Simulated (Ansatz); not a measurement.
A series of calculations on Si3N2H10 and related structures

## 1. Relaxation

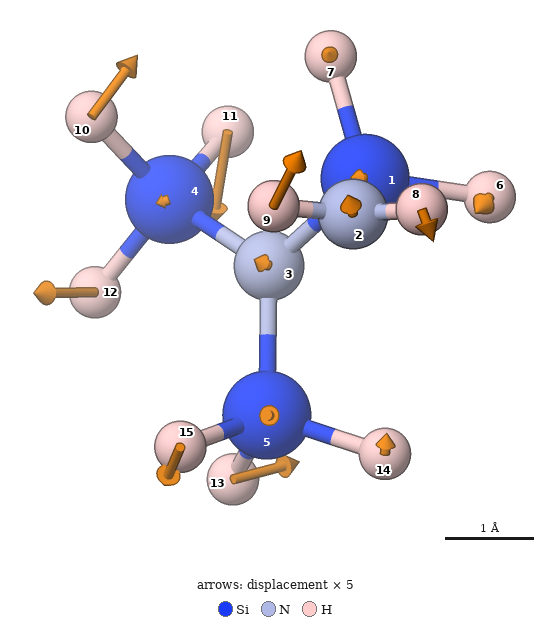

A relaxation of Si$_{3}$N$_{2}$H$_{10}$. The starting structure is drawn; orange arrows show the displacements, magnified 5 times. The two geometries are superimposed by the best rigid fit.

The picture is a ball-and-stick view, seen from a free direction.

It is one of the separated products of a reaction.

Computed with Ansatz, RKS PBE0-D4/def2-TZVP.

The input:
```yaml
crystal:
  periodic: [false, false, false]
  atoms:
    - {symbol: Si, position_ang: [-1.691357, 0.288473, -0.057073]}
    - {symbol: N, position_ang: [-1.076443, 1.441914, -1.142480]}
    - {symbol: N, position_ang: [-0.494762, -0.955511, 0.170768]}
    - {symbol: Si, position_ang: [0.004291, -1.356577, 1.776886]}
    - {symbol: Si, position_ang: [0.276196, -1.616257, -1.235536]}
    - {symbol: H, position_ang: [-2.952578, -0.233418, -0.646802]}
    - {symbol: H, position_ang: [-1.976099, 0.755113, 1.334778]}
    - {symbol: H, position_ang: [-1.672436, 1.948160, -1.774144]}
    - {symbol: H, position_ang: [-0.211890, 1.924020, -0.908706]}
    - {symbol: H, position_ang: [0.569968, -0.168808, 2.480312]}
    - {symbol: H, position_ang: [-1.116206, -1.874346, 2.605075]}
    - {symbol: H, position_ang: [1.067436, -2.392977, 1.691718]}
    - {symbol: H, position_ang: [0.669263, -3.024661, -0.964954]}
    - {symbol: H, position_ang: [-0.662660, -1.576099, -2.384195]}
    - {symbol: H, position_ang: [1.514508, -0.874390, -1.609405]}
basis:
  gaussian: {orbitals: def2-TZVP}
hamiltonian: {xc: pbe0, dispersion: d4}
relax: {f_tol: 0.005, max_steps: 200}
```

Command:
```bash
ansatz run in.yaml --threads 4 --pin off --events-out ev --progress --plain --max-ram 66560MiB --backend cuda --devices 0, --max-vram 37GiB
```

Question: Which element moves most?

Answer: Hydrogen: up to 0.25 Å, against 0.07 Å for nitrogen.

Question: What did the optimiser do to the structure, and how much energy did it gain?

Answer: Over 11 accepted moves (12 points after the start) the energy falls by 0.020 eV. The largest force component goes from 0.46 to 0.0036 eV/Å. The line search rejected the trial step at point 5 of the run. The atom that moves furthest after the best rigid fit is H11 (0.25 Å). By element the largest moves are H 0.25 Å, N 0.07 Å, Si 0.06 Å. Among the contacts that change: N2–H9 1.017 → 1.006 Å, Si1–N2 1.699 → 1.708 Å, Si1–N3 1.741 → 1.732 Å, N3–Si4 1.729 → 1.734 Å. Bond angles that change, for instance: Si1–N2–H9 118.9° → 122.9°, N2–Si1–H6 107.0° → 104.8°. The run took about 28 s of wall time on a shared GPU.

## 2. Relaxation

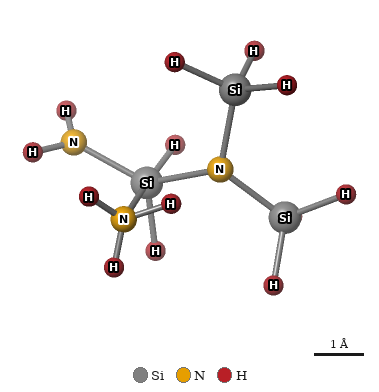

Si3N3H13 (started from a transition state, displaced along its imaginary mode), before the relaxation. Style: ball-and-stick. Shown face on.

Computed with Ansatz 0.2.0, RKS PBE0-D4/def2-TZVP.

The input:
```yaml
crystal:
  periodic: [false, false, false]
  atoms:
    - {symbol: Si, position_ang: [-0.781027, 0.873784, 0.001821]}
    - {symbol: N, position_ang: [1.114056, 1.517193, 0.200082]}
    - {symbol: N, position_ang: [-0.980606, 1.879012, -1.392539]}
    - {symbol: H, position_ang: [1.198720, 0.485595, 0.321910]}
    - {symbol: N, position_ang: [0.290591, -0.685384, 0.252511]}
    - {symbol: Si, position_ang: [-0.030396, -1.429872, 1.792025]}
    - {symbol: Si, position_ang: [0.466813, -1.701105, -1.145830]}
    - {symbol: H, position_ang: [-2.016105, 0.077908, -0.277415]}
    - {symbol: H, position_ang: [-1.041852, 1.349257, 1.403064]}
    - {symbol: H, position_ang: [1.264616, 2.126469, 0.999585]}
    - {symbol: H, position_ang: [1.567321, 1.928371, -0.610115]}
    - {symbol: H, position_ang: [-1.825426, 1.780509, -1.933718]}
    - {symbol: H, position_ang: [-0.458072, 2.700128, -1.652873]}
    - {symbol: H, position_ang: [0.629988, -0.640279, 2.872829]}
    - {symbol: H, position_ang: [-1.492763, -1.482412, 2.053702]}
    - {symbol: H, position_ang: [0.512816, -2.817642, 1.825132]}
    - {symbol: H, position_ang: [1.475182, -2.772966, -0.912823]}
    - {symbol: H, position_ang: [-0.826313, -2.333197, -1.515223]}
    - {symbol: H, position_ang: [0.932357, -0.855470, -2.282124]}
basis:
  gaussian: {orbitals: def2-TZVP}
hamiltonian: {xc: pbe0, dispersion: d4}
relax: {f_tol: 0.005, max_steps: 200}
```

Command:
```bash
ansatz run in.yaml --threads 4 --pin off --events-out ev --progress --plain --max-ram 66560MiB --backend cuda --devices 0, --max-vram 37GiB
```

Predict the outcome.

Answer. The largest move after the best rigid fit is that of H10, 1.55 Å. By element the largest moves are H 1.55 Å, Si 1.07 Å, N 0.84 Å. Among the contacts that change: H4–N5 1.483 → 3.455 Å, Si1–N2 2.011 → 3.790 Å, Si1–H4 2.043 → 3.706 Å, Si1–N5 1.908 → 1.741 Å. Bonds break, among them: Si1–N2 (2.01 → 3.79 Å). Bond angles that change, for instance: N3–Si1–N5 130.2° → 108.7°, N5–Si1–H8 93.1° → 112.6°, N3–Si1–H8 93.6° → 107.0°. After 38 accepted moves (40 points after the start) the energy has fallen by 117.6 kJ/mol. The largest force component goes from 2.6 to 0.0037 eV/Å. The line search rejected the trial steps at points 13, 29 of the run. The run took about 120 s of wall time on a shared GPU.

Step by step:

```csv
step,"E − E(0), kJ/mol","largest force component, eV/Å",note
0,0.00,2.5537,
1,-23.49,0.9448,
2,-49.45,1.7419,
3,-71.53,0.6448,
4,-87.22,0.5723,
5,-97.65,0.6040,
6,-102.90,0.6713,
7,-108.03,0.3907,
8,-110.83,0.2859,
9,-113.45,0.0940,
10,-115.04,0.1371,
12,-115.85,0.0799,
13,-115.41,0.1085,rejected
15,-116.18,0.0335,
16,-116.28,0.0968,
18,-116.50,0.1442,
19,-116.57,0.1683,
21,-116.74,0.1130,
23,-116.89,0.1151,
24,-116.96,0.0977,
26,-117.13,0.2010,
27,-117.23,0.0952,
29,-117.19,0.0508,rejected
31,-117.38,0.0545,
32,-117.42,0.0726,
34,-117.51,0.0660,
35,-117.53,0.0614,
37,-117.56,0.0383,
38,-117.56,0.0225,
40,-117.57,0.0037,
```

The structure at the end:

```xyz
19

Si   -1.6883    0.3042   -0.0646
N     1.7112    1.9759    0.0561
N    -1.0576    1.4535   -1.1454
H     1.5848    1.6668    1.0130
N    -0.5044   -0.9511    0.1670
Si   -0.0167   -1.3591    1.7749
Si    0.2671   -1.6170   -1.2366
H    -2.9515   -0.2051   -0.6611
H    -1.9753    0.7715    1.3265
H     2.3372    2.7712    0.0776
H     2.1874    1.2282   -0.4350
H    -1.6459    1.9661   -1.7792
H    -0.1898    1.9272   -0.9069
H     0.5566   -0.1776    2.4827
H    -1.1458   -1.8676    2.5970
H     1.0372   -2.4052    1.6932
H     0.6458   -3.0294   -0.9662
H    -0.6659   -1.5665   -2.3896
H     1.5139   -0.8861   -1.6035
```

After the run, drawn alike:

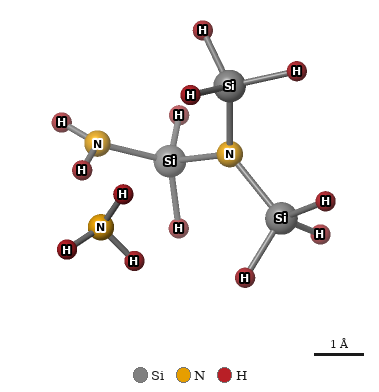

## 3. Reaction

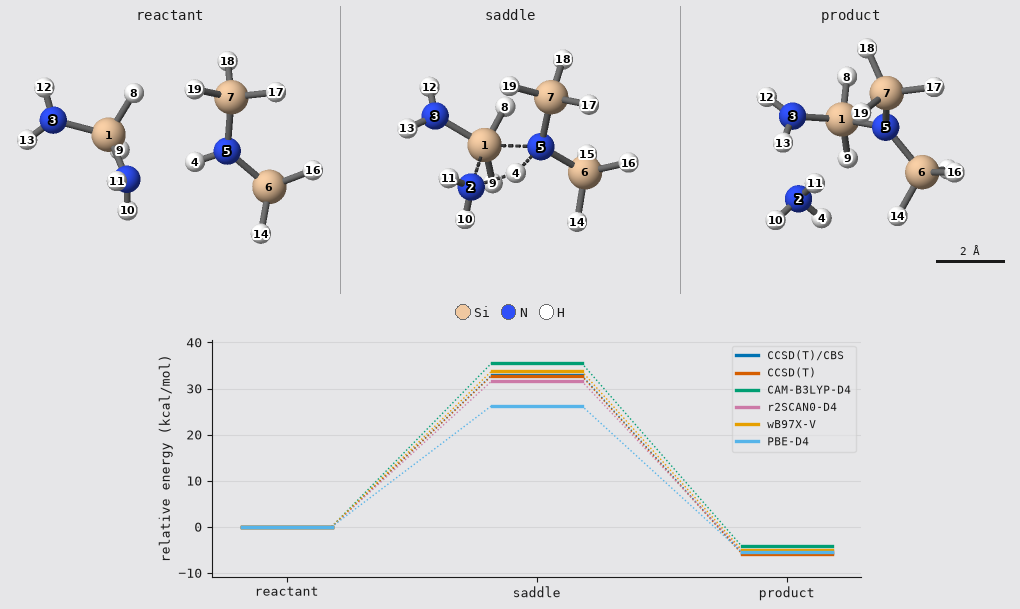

A reaction step of Si₃N₃H₁₃, with its energy diagram. A ball-and-stick model, seen at a tilt. Dashed sticks mark bonds that form or break.

Stationary points at PBE0-D4/def2-TZVP, single-point energies with CCSD(T)/CBS, CCSD(T), CAM-B3LYP-D4, r2SCAN0-D4, wB97X-V, PBE-D4 (def2-TZVPP where no basis is named; Ansatz 0.2.0). The energies are electronic, without zero-point or thermal terms, and both ends are the relaxed geometries reached downhill from the saddle, with any fragments still in contact. CCSD(T)/CBS stands for a frozen-core estimate: MP2 correlation extrapolated from def2-TZVPP and def2-QZVPP, CCSD(T) minus MP2 from the smaller set.

### Describe the step and its energetics.

Counted by bonded pieces, the reactant holds SiH₆N₂ + Si₂H₇N and the product holds NH₃ + Si₃H₁₀N₂. From the reactant over the saddle to the product, bonds form: Si1–N5 (3.83 → 2.01 → 1.74 Å), N2–H4 (2.10 → 1.40 → 1.01 Å). Bonds break: Si1–N2 (1.73 → 1.93 → 3.79 Å), H4–N5 (1.02 → 1.19 → 3.45 Å). The saddle has one imaginary mode, 1007i cm⁻¹. With CCSD(T)/CBS the barrier is 32.9 kcal/mol from the reactant and 38.6 kcal/mol from the product, and the product lies 5.6 kcal/mol below the reactant.

```tsv
level	barrier from the reactant (kcal/mol)	barrier from the product (kcal/mol)	the product less the reactant (kcal/mol)
CCSD(T)/CBS	32.9	38.6	−5.6
CCSD(T)	32.8	38.6	−5.8
CAM-B3LYP-D4	35.5	39.7	−4.2
r2SCAN0-D4	31.6	36.8	−5.2
wB97X-V	33.8	38.8	−5.0
PBE-D4	26.3	31.7	−5.4
```

Against CCSD(T)/CBS, CCSD(T) comes closest on the barrier from the reactant (−0.2 kcal/mol) and PBE-D4 misses most (−6.6 kcal/mol).
